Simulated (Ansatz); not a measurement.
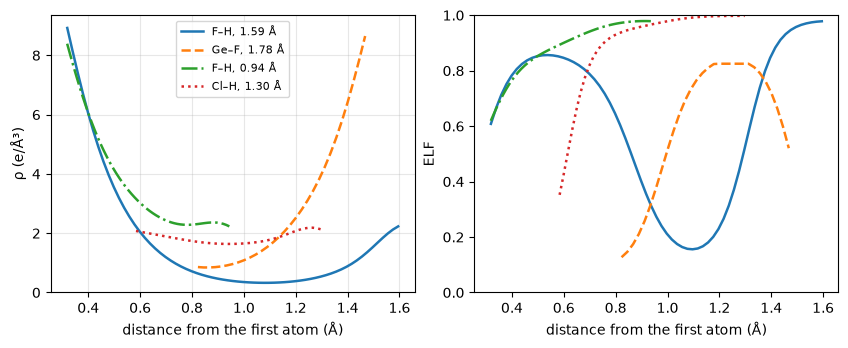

FGeH₃···HCl···HF. Total electron density and ELF along straight lines between neighbouring atoms. The curves leave out the atomic cores.

The product side of a reaction path; geometry: PBE0-D4/def2-TZVP; a saddle point, not a minimum.

Theory: Ansatz 0.2.0, RKS PBE0-D4/def2-TZVPP.

The calculation's input:

```
crystal:
  periodic: [false, false, false]
  atoms:
    - {symbol: Ge, position_ang: [-0.987834, -0.883896, -0.789128]}
    - {symbol: Cl, position_ang: [1.367508, -0.514860, 2.172544]}
    - {symbol: H, position_ang: [0.254657, -1.767291, -0.864582]}
    - {symbol: H, position_ang: [-1.686478, -0.877475, 0.567966]}
    - {symbol: H, position_ang: [-1.942158, -1.059592, -1.973106]}
    - {symbol: H, position_ang: [0.642204, 1.652290, -0.156432]}
    - {symbol: F, position_ang: [-0.385860, 0.776192, -1.004576]}
    - {symbol: H, position_ang: [1.476503, 0.644421, 1.599840]}
    - {symbol: F, position_ang: [1.261457, 2.030211, 0.447472]}
basis:
  gaussian: {orbitals: def2-TZVPP}
hamiltonian: {xc: pbe0, dispersion: d4}
output: {orbitals: {seedname: orbitals}}
```

Run with:

```sh
ansatz run in.yaml --threads 8 --pin off --events-out ev --progress --plain --max-ram 19148MiB
```

What can be read from the curves?

F7···H6 (1.59 Å): the density falls to about 0.33 e/Å³ on the way; the ELF dips to about 0.15 between them; by its geometry a hydrogen bond between the two molecules, with no shared pair.
Ge–F (1.78 Å): ρ is about 0.86 e/Å³ halfway; the ELF peaks at about 0.85 in the valence shell of F, 0.6 Å from its nucleus, and is about 0.20 at the midpoint.
F–H (0.94 Å): the density is about 4.6 e/Å³ at the midpoint; the ELF climbs to about 1 towards the hydrogen, as it does in any bond to H; an ordinary covalent bond to hydrogen.
Cl–H (1.30 Å): the density is about 2 e/Å³ at the midpoint; the ELF climbs to about 1 towards the hydrogen.
